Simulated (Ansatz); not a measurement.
# wPBEh-D3(BJ)/ANO-RCC-VTZP (sfX2C, accuracy low, damping of pbe) run of CuSH (SMILES [SH][Cu])

What is the vertical singlet–triplet gap of CuSH at wPBEh-D3(BJ)/ANO-RCC-VTZP (sfX2C, accuracy low, damping of pbe)? 

Program for the calculation: Ansatz 0.2.0.

8 further runs of the same task are left out: 2 that didn't finish, 6 set aside as unsound or not needed.

## (1) Starting point

CuSH: 3 atoms, total charge 0, spin state singlet. SMILES: `[SH][Cu]`. Geometry: relaxed at PBE0-D4/def2-TZVP.

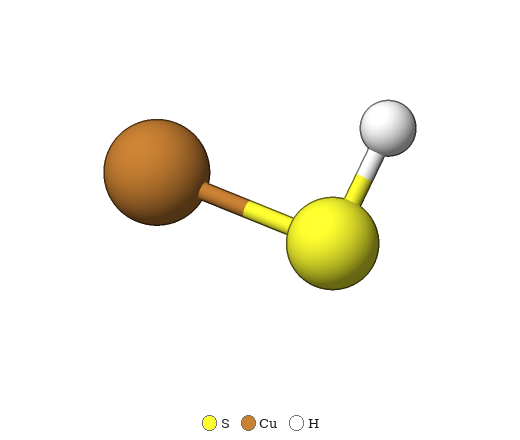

The structure, seen from a chosen angle (sulfur yellow, copper orange, hydrogen white).

## (2) A single-point energy at wPBEh-D3(BJ)/ANO-RCC-VTZP (sfX2C, accuracy low, damping of pbe)

Contents of molecule.yaml:

```yaml
crystal:
  periodic: [false, false, false]
  atoms:
    - {symbol: S, position_ang: [-0.511900, 0.570500, -0.230300]}
    - {symbol: Cu, position_ang: [1.309500, 0.076500, 0.729600]}
    - {symbol: H, position_ang: [-0.808400, -0.711800, -0.512600]}
basis:
  gaussian: {orbitals: ANO-RCC-VTZP.json}
hamiltonian: {xc: {name: wPBEh}, dispersion: {method: d3bj, functional: pbe}}
accuracy: low
```

The basis set ANO-RCC-VTZP is read from a file made from the Basis Set Exchange's data (not shown).

The run is started by

```sh
$ ansatz run molecule.yaml --threads 1 --pin off --max-ram 2610MiB --events-out events.jsonl --progress --plain --runs-dir runs
```

Standard output:

```text
Warning: RAYON_NUM_THREADS=1 ignored (pool sized by the plan → 1); use --threads N
Functional definition: wPBEh
  name "wPBEh"
  parameter a = 0.25
  parameter omega = 0.11/bohr
  exchange = wpbe_x - a*pbe_x_sr(omega) + a*exact_x_sr(omega)
  correlation = pbe_c
1054 factors; their error is unknown
45 factors; integrals over basis functions are off by at most 7.2e-5 eV
mean field evaluation 1: about -55898.9987 eV, gradient 5.9e1 eV
mean field evaluation 2: about -55837.8771 eV, gradient 2.8e2 eV
mean field evaluation 4: about -55902.0872 eV, gradient 1.3e1 eV
mean field evaluation 8: about -55902.5006 eV, gradient 1.1e-1 eV
mean field evaluation 16: about -55902.6981 eV, gradient 9.0e-5 eV
mean field -55902.69808769 eV, -2054.3862625131 hartree, gradient 9.0e-5 eV, S^2 0.000000; 0 other end points of the search recorded, 0 dependent functions left out
reference -55902.69813622 eV, -2054.3862642965 hartree; 23, 23 occupied and 84, 84 virtual orbitals, 1054 factors
Total energy: -55902.74631273 eV, -2054.3880347505 hartree
Relativity: scalar
```

Wall time 9 s (1 thread of Arm Neoverse N1, shared host); peak memory 0.24 GiB.

## (3) The triplet at the same level

Changes to molecule.yaml since step 2:

```diff
@@ -8,2 +8,3 @@
   gaussian: {orbitals: ANO-RCC-VTZP.json}
+magnetization: {spin_polarized: false, initial_magnetization: 2}
 hamiltonian: {xc: {name: wPBEh}, dispersion: {method: d3bj, functional: pbe}}
```

The basis set ANO-RCC-VTZP is read from a file made from the Basis Set Exchange's data (not shown).

The run is started by

```sh
$ ansatz run molecule.yaml --threads 1 --pin off --max-ram 2610MiB --events-out events.jsonl --progress --plain --runs-dir runs
```

Standard output:

```text
Warning: RAYON_NUM_THREADS=1 ignored (pool sized by the plan → 1); use --threads N
Functional definition: wPBEh
  name "wPBEh"
  parameter a = 0.25
  parameter omega = 0.11/bohr
  exchange = wpbe_x - a*pbe_x_sr(omega) + a*exact_x_sr(omega)
  correlation = pbe_c
1054 factors; their error is unknown
45 factors; integrals over basis functions are off by at most 7.2e-5 eV
mean field evaluation 1: about -55897.3818 eV, gradient 5.3e1 eV
mean field evaluation 2: about -55647.1907 eV, gradient 4.4e2 eV
mean field evaluation 4: about -55896.4056 eV, gradient 5.4e1 eV
mean field evaluation 8: about -55900.4951 eV, gradient 1.6e0 eV
mean field evaluation 16: about -55900.6938 eV, gradient 1.4e-2 eV
mean field evaluation 32: about -55900.6938 eV, gradient 1.1e-5 eV
mean field evaluation 64: about -55844.6263 eV, gradient 1.5e2 eV
mean field -55900.69383425 eV, -2054.3126075575 hartree, gradient 1.1e-5 eV, S^2 2.000000; 3 other end points of the search recorded, 0 dependent functions left out
reference -55900.69389676 eV, -2054.3126098547 hartree; 24, 22 occupied and 83, 85 virtual orbitals, 1054 factors
Total energy: -55900.74207327 eV, -2054.3143803087 hartree
Relativity: scalar
```

It took 55 s on 1 thread of Arm Neoverse N1, shared host; peak memory 0.43 GiB.

## (4) Summary of results

Level: wPBEh-D3(BJ)/ANO-RCC-VTZP (sfX2C, accuracy low, damping of pbe).

| quantity | value |
| --- | --- |
| singlet: total energy | -2054.38803 Eh |
| singlet: dispersion energy | -4.65 kJ/mol |
| triplet: total energy | -2054.31438 Eh |
| triplet: dispersion energy | -4.65 kJ/mol |
| triplet: ⟨S²⟩ | 2.000 |
| vertical energy of the triplet above the singlet | 2.004 eV |

In words: At this shape the triplet lies 2.00 eV (46 kcal/mol) above the singlet. The accuracy setting (singlet) is loose, so the last digits carry no meaning. The accuracy setting (triplet) is loose, so the last digits carry no meaning.
